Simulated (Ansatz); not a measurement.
# Effect of Se → Br on MgSe

The parent structure is MgSe in the rock salt structure (space group Fm-3m, No. 225; a = 5.472 Å).

Now apply this change: Br takes the place of Se on all its sites, then cell and atoms are relaxed.

The values are results of r2SCAN (Ansatz, a quantum-chemistry and plane-wave program, PAW, without spin-orbit coupling), not measurements. Γ-centred 13×13×13 mesh, Fermi–Dirac width 0.05 eV, for the changed cell.

```tsv
quantity	base	changed	shift
volume per atom	20.48 Å³	28.36 Å³	+7.88 Å³
density	4.19 g/cm³	3.05 g/cm³	-1.135 g/cm³
lattice parameter a	10.341 bohr	11.525 bohr	+1.184 bohr
space group	Fm-3m (No. 225)	Fm-3m (No. 225)	–
band gap	2.48 eV	zero	–
```

Final structure:

```
CELL_PARAMETERS angstrom
      0.00000     3.04946     3.04946
      3.04946     0.00000     3.04946
      3.04946     3.04946     0.00000
ATOMIC_POSITIONS crystal
  Br 0.00000 0.00000 0.00000
  Mg 0.50000 0.50000 0.50000
```

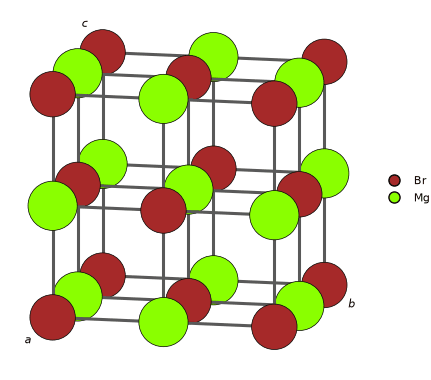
Figure. The relaxed conventional cell after the change

Whether these cells are dynamically stable was not tested. As relaxed here, MgBr is a hypothetical phase, not in the database extracts checked. All final runs are without spin polarisation. An odd electron count without spin: MgBr.
